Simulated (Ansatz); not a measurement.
**BP: response to strain**

Consider BP in the zinc blende structure (space group F-43m, No. 216; a = 4.5484 Å).

Strains are applied to the cell and any free atomic positions relax.

The values are results of PBE (Ansatz, a first-principles code), no spin-orbit coupling, not measurements.

Notes on the quantities. energy relative to the base: free energy F.

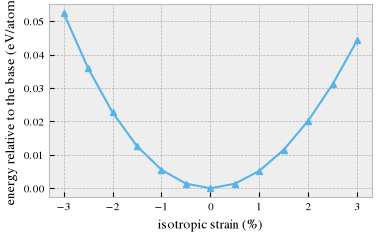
Fig. 1. Energy relative to the base against isotropic strain

Question: From the plot, what is the energy relative to the base for isotropic strain +1.50 %?

Answer: About 0.012 eV/atom.

Question: Is the trend monotonic over the range shown?

Answer: No, it turns within the range, spanning 0 meV/atom to +52 meV/atom.

Whether these cells are dynamically stable was not tested.
